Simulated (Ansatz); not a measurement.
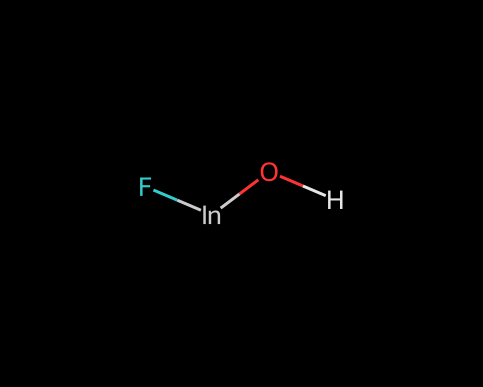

The picture comes from a calculation with Ansatz.

Skeletal drawing of a molecule. Charge 0, doublet.

Transcribe the drawing into SMILES.

Answer. [OH][In][F]

What is the molecular formula?

Answer. FHInO.

An optimisation with PBE0-D4/def2-TZVP gave a structure of which point group?

Answer. Cs.
